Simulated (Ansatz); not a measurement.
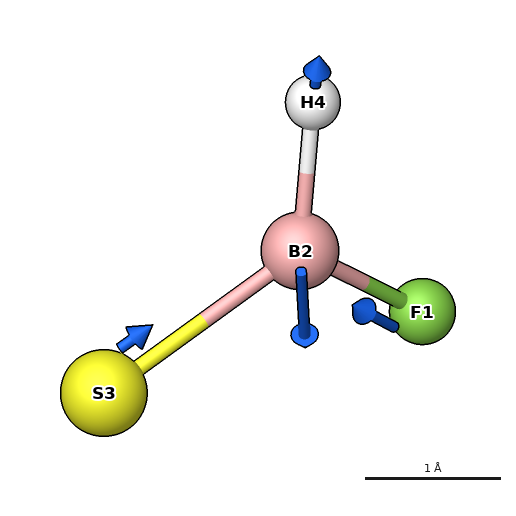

Arrows show the forces on the atoms, 0.4 Å of arrow for 1 eV/Å; forces under a tenth of the largest aren't drawn. The species is neutral and a spin doublet. Level of theory: BLYP-D4/def2-TZVPP (Ansatz 0.2.0).

Q: On which atom is the force largest, and how large is it?

A: On B2: 2.51 eV/Å.

Q: Which bond do the forces act along most?

A: F1–B2, now 1.394 Å: the forces pull its atoms together, so a first step downhill shortens it.

List the force components in the frame of the picture (x right, y up, z towards the viewer), in eV/Å.

```json
{"atom": "F1", "Fx": "−0.79", "Fy": "0.42", "Fz": "1.27"}
{"atom": "B2", "Fx": "0.08", "Fy": "−1.44", "Fz": "−2.05"}
{"atom": "S3", "Fx": "0.63", "Fy": "0.46", "Fz": "0.17"}
{"atom": "H4", "Fx": "0.08", "Fy": "0.56", "Fz": "0.62"}
```
